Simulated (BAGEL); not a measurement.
# CH5NOSi (SMILES C1N[SiH2]O1) at PBE0/6-31G(d) (density fitting with qzvpp-jkfit, spherical functions)

What is the energy change on altering one bond length of CH5NOSi at PBE0/6-31G* (density fitting with qzvpp-jkfit, spherical functions)? 

Program for the calculation: BAGEL 1.2.2.

3 further runs of the same task are left out: 3 set aside as unsound or not needed. Runs told in other sessions of the task aren't counted.

## (1) The system as given

CH5NOSi has 9 atoms, charge 0, and is taken as a singlet. SMILES: `C1N[SiH2]O1`. The coordinates come from a PBE0-D4/def2-TZVP relaxation.

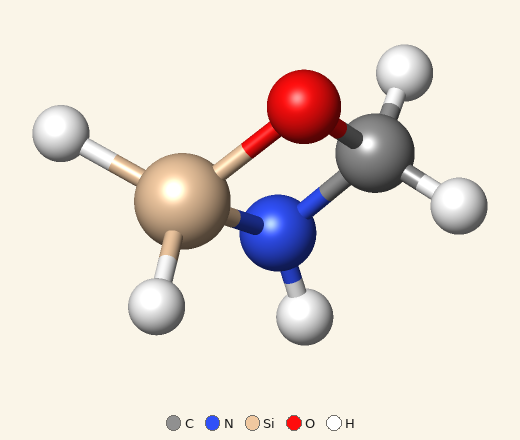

Viewed from a chosen angle; carbon grey, nitrogen blue, silicon light orange, oxygen red, hydrogen white.

## (2) A single-point energy at PBE0/6-31G(d) (density fitting with qzvpp-jkfit, spherical functions)

Input file calc.json:

```json
{ "bagel": [

{
  "title": "molecule",
  "basis": "6-31gs.json",
  "df_basis": "qzvpp-jkfit",
  "angstrom": true,
  "geometry": [
    { "atom": "C", "xyz": [   -0.800800,    0.729600,    0.121700 ] },
    { "atom": "N", "xyz": [   -0.090800,    0.039000,   -0.961200 ] },
    { "atom": "Si", "xyz": [    0.727200,   -0.867100,    0.259500 ] },
    { "atom": "O", "xyz": [   -0.320800,   -0.023700,    1.246100 ] },
    { "atom": "H", "xyz": [   -1.889700,    0.630700,    0.053900 ] },
    { "atom": "H", "xyz": [   -0.531600,    1.788500,    0.220600 ] },
    { "atom": "H", "xyz": [    0.287300,    0.591800,   -1.711300 ] },
    { "atom": "H", "xyz": [    2.176200,   -0.596600,    0.480800 ] },
    { "atom": "H", "xyz": [    0.531500,   -2.338500,    0.272900 ] }
  ]
},
{
  "title": "ks",
  "xc_func": "pbe0"
},
{
  "title": "print",
  "file": "orbitals.molden",
  "orbitals": true
}

]}
```

The basis set 6-31G* is read from a file made from the Basis Set Exchange's data (not shown).

The run is started by

```
$ BAGEL_NUM_THREADS=1 BAGEL calc.json > calc.out
```

Standard output:

```text
* using 1 threads per process

  ===============================================================
  ===============================================================

  *** Geometry ***

  { "atom" : "C", "xyz" : [     -1.513293,      1.378744,      0.229980 ] },
  { "atom" : "N", "xyz" : [     -0.171587,      0.073699,     -1.816405 ] },
  { "atom" : "Si", "xyz" : [      1.374209,     -1.638582,      0.490384 ] },
  { "atom" : "O", "xyz" : [     -0.606224,     -0.044787,      2.354788 ] },
  { "atom" : "H", "xyz" : [     -3.571015,      1.191850,      0.101856 ] },
  { "atom" : "H", "xyz" : [     -1.004578,      3.379775,      0.416874 ] },
  { "atom" : "H", "xyz" : [      0.542918,      1.118340,     -3.233888 ] },
  { "atom" : "H", "xyz" : [      4.112422,     -1.127411,      0.908580 ] },
  { "atom" : "H", "xyz" : [      1.004389,     -4.419125,      0.515706 ] },

  Number of auxiliary basis functions:      447

  Since a DF basis is specified, we compute 2- and 3-index integrals:
    o Being stored without compression. Storage requirement is 0.018 GB

  Number of basis functions:       70
  Number of electrons      :       40

    * METHOD: MOLECULE                             0.17

  *** Kohn-Sham DFT ***

    * Removing 17651 points whose weight is below 1.00e-10
    * Grid points: 116503

  === Nuclear Repulsion ===
   179.1277168376

       - DIIS with orbital gradients will be used.

  === KS iteration (pbe0 / 6-31gs.json) ===
      0       -431.29161653          0.15986798           0.29
      1       -427.70819731          0.12812959           0.30
      2       -434.93899145          0.18592280           0.29
      3       -452.48952358          0.13645561           0.29
      4       -452.45227978          0.12174536           0.29
      5       -456.24599761          0.10428640           0.27
      6       -457.77373352          0.08342061           0.29
      7       -458.96790944          0.05817937           0.28
      8       -460.03370798          0.02493713           0.27
      9       -460.23515448          0.00758482           0.29
     10       -460.25389623          0.00097430           0.28
     11       -460.25424091          0.00032683           0.28
     12       -460.25427544          0.00006530           0.29
     13       -460.25427687          0.00001297           0.28
     14       -460.25427689          0.00001134           0.30
     15       -460.25427694          0.00000148           0.29
     16       -460.25427694          0.00000038           0.29
     17       -460.25427694          0.00000020           0.29
     18       -460.25427694          0.00000005           0.28
     19       -460.25427694          0.00000001           0.29
     20       -460.25427694          0.00000001           0.27
    * SCF iteration converged.

    * Permanent dipole moment:
           (   -0.348625,    -0.363458,     0.608898) a.u.

    * METHOD: KS                                   6.49

    * METHOD: PRINT                                0.01

  ===============================================================
```

It took 6.9 s on 1 thread of Arm Neoverse V2, shared host; peak memory 0.4 GiB.

## (3) The distorted shape at the same level

Input file calc.json:

```json
{ "bagel": [

{
  "title": "molecule",
  "basis": "6-31gs.json",
  "df_basis": "qzvpp-jkfit",
  "angstrom": true,
  "geometry": [
    { "atom": "C", "xyz": [      -0.637470,       0.744435,       0.131870 ] },
    { "atom": "N", "xyz": [       0.072530,       0.053835,      -0.951030 ] },
    { "atom": "Si", "xyz": [       0.890530,      -0.852265,       0.269670 ] },
    { "atom": "O", "xyz": [      -0.157470,      -0.008865,       1.256270 ] },
    { "atom": "H", "xyz": [      -1.889700,       0.630700,       0.053900 ] },
    { "atom": "H", "xyz": [      -0.368270,       1.803335,       0.230770 ] },
    { "atom": "H", "xyz": [       0.450630,       0.606635,      -1.701130 ] },
    { "atom": "H", "xyz": [       2.339530,      -0.581765,       0.490970 ] },
    { "atom": "H", "xyz": [       0.694830,      -2.323665,       0.283070 ] }
  ]
},

{ "title": "ks", "xc_func": "pbe0" },

{ "title": "print", "file": "orbitals.molden", "orbitals": true }

]}
```

The basis set 6-31G* is read from a file made from the Basis Set Exchange's data (not shown).

The run is started by

```
$ BAGEL_NUM_THREADS=1 BAGEL calc.json > calc.out
```

Standard output:

```text
* using 1 threads per process

  ===============================================================
  ===============================================================

  *** Geometry ***

  { "atom" : "C", "xyz" : [     -1.204644,      1.406778,      0.249198 ] },
  { "atom" : "N", "xyz" : [      0.137062,      0.101733,     -1.797186 ] },
  { "atom" : "Si", "xyz" : [      1.682858,     -1.610547,      0.509602 ] },
  { "atom" : "O", "xyz" : [     -0.297575,     -0.016752,      2.374006 ] },
  { "atom" : "H", "xyz" : [     -3.571015,      1.191850,      0.101856 ] },
  { "atom" : "H", "xyz" : [     -0.695929,      3.407809,      0.436092 ] },
  { "atom" : "H", "xyz" : [      0.851567,      1.146374,     -3.214670 ] },
  { "atom" : "H", "xyz" : [      4.421071,     -1.099377,      0.927799 ] },
  { "atom" : "H", "xyz" : [      1.313038,     -4.391090,      0.534925 ] },

  Number of auxiliary basis functions:      447

  Since a DF basis is specified, we compute 2- and 3-index integrals:
    o Being stored without compression. Storage requirement is 0.018 GB

  Number of basis functions:       70
  Number of electrons      :       40

    * METHOD: MOLECULE                             0.19

  *** Kohn-Sham DFT ***

    * Removing 17434 points whose weight is below 1.00e-10
    * Grid points: 116720

  === Nuclear Repulsion ===
   178.3914148408

       - DIIS with orbital gradients will be used.

  === KS iteration (pbe0 / 6-31gs.json) ===
      0       -431.44764258          0.15666215           0.30
      1       -427.66558305          0.12849252           0.27
      2       -434.76186432          0.18454533           0.28
      3       -452.38770747          0.13657779           0.27
      4       -454.56690827          0.12167786           0.28
      5       -456.32498743          0.10401408           0.28
      6       -457.60507194          0.08418937           0.26
      7       -459.37779634          0.04886528           0.29
      8       -460.22647804          0.00723699           0.29
      9       -460.23275216          0.00576976           0.29
     10       -460.24257036          0.00060823           0.29
     11       -460.24269486          0.00019961           0.28
     12       -460.24270788          0.00002905           0.29
     13       -460.24270821          0.00000720           0.29
     14       -460.24270822          0.00000358           0.28
     15       -460.24270823          0.00000090           0.28
     16       -460.24270823          0.00000033           0.28
     17       -460.24270823          0.00000007           0.28
     18       -460.24270823          0.00000004           0.28
     19       -460.24270823          0.00000001           0.27
     20       -460.24270823          0.00000001           0.29
    * SCF iteration converged.

    * Permanent dipole moment:
           (   -0.444385,    -0.342813,     0.609838) a.u.

    * METHOD: KS                                   6.39

    * METHOD: PRINT                                0.01

  ===============================================================
```

Run time: 6.9 s. Hardware: 1 thread of Arm Neoverse V2, shared host; peak memory 0.4 GiB.

## (4) Outcome

At PBE0/6-31G* (density fitting with qzvpp-jkfit, spherical functions):

| quantity | value |
| --- | --- |
| first shape: total energy | -460.25428 Eh |
| first shape: dipole moment | 2.01 D |
| first shape: HOMO energy | -6.88 eV |
| first shape: LUMO energy | 0.08 eV |
| first shape: HOMO–LUMO gap | 6.96 eV |
| distorted shape: total energy | -460.24271 Eh |
| distorted shape: dipole moment | 2.11 D |
| distorted shape: HOMO energy | -6.87 eV |
| distorted shape: LUMO energy | 0.04 eV |
| distorted shape: HOMO–LUMO gap | 6.91 eV |
| energy change with the C1–H5 bond stretched from 1.095 to 1.260 Å | 0.315 eV |

What this shows: With the C1–H5 bond stretched from 1.095 to 1.260 Å the energy rises by 0.31 eV (30.4 kJ/mol). The first shape isn't relaxed at this level, so the change isn't measured from a minimum.
